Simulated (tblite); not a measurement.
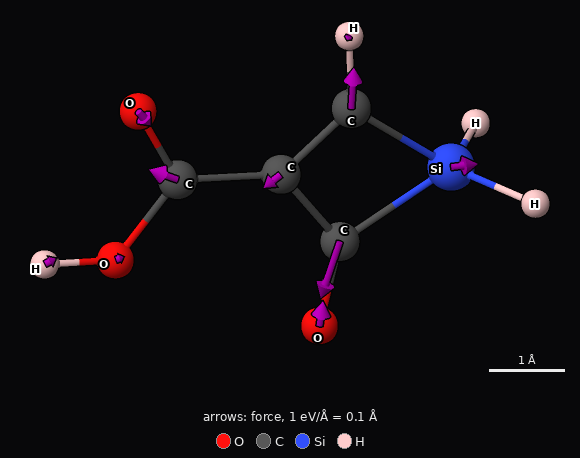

Starting geometry of C4H4O3Si with the computed forces as purple arrows. The picture is a ball-and-stick view, seen at a tilt.

Computed with tblite, GFN2-xTB geometry optimisation, gas phase. 

**What follows when this structure is relaxed?**

It isn't relaxed: the largest force vector, on a C atom, is 8.98 eV/Å. The final displacements follow the starting forces only in part (cosine between the two patterns 0.44). The largest move after the best rigid fit is that of an H atom, 0.23 Å. By element the largest moves are H 0.23 Å, C 0.17 Å, O 0.17 Å, Si 0.03 Å. Some distances before and after: C–Si 1.804 → 1.954 Å, C–Si 1.803 → 1.905 Å, C–O 1.280 → 1.199 Å, C–O 1.402 → 1.332 Å. Among the angles between lasting bonds that change: C–O–H 122.8° → 110.9°, O–C–C 122.3° → 112.9°, Si–C–H 130.1° → 138.7°. The energy falls by 31.4 kcal/mol in 25 geometry steps.
